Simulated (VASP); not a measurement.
Input:

```
Co
1.0
    1.21312    -2.10118     0.00000
    1.21312     2.10118     0.00000
    0.00000     0.00000     3.91030
Co
2
Direct
  0.33333   0.66667   0.25000
  0.66667   0.33333   0.75000
```
Starting moments (μB, in the order of the record's atoms Co Co): 1.5 1.5.

Method: LDA (Ceperley-Alder, Perdew-Zunger), VASP's LDA PAW potentials (set 64) (plane waves; VASP). Settings: 520 eV cut-off, 19×19×11 Γ-centred mesh, tetrahedra with Blöchl corrections, potentials Co.

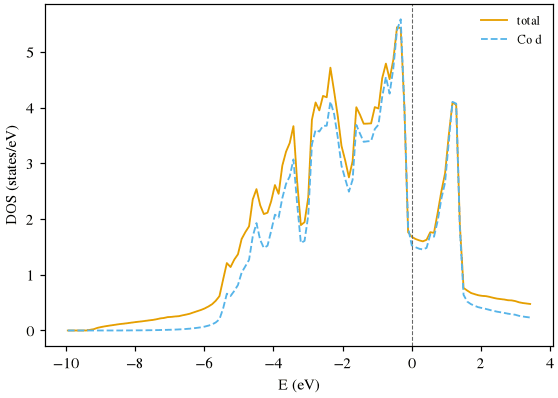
Figure. Total and projected density of states, zero at the Fermi level

Within 2 eV below the Fermi level the largest weight inside VASP's projection spheres is Co d.

It has no gap at this level: it comes out as a metal or semimetal.

The compound is Co in the hcp structure. It was relaxed first, which changed the volume by -10 %.
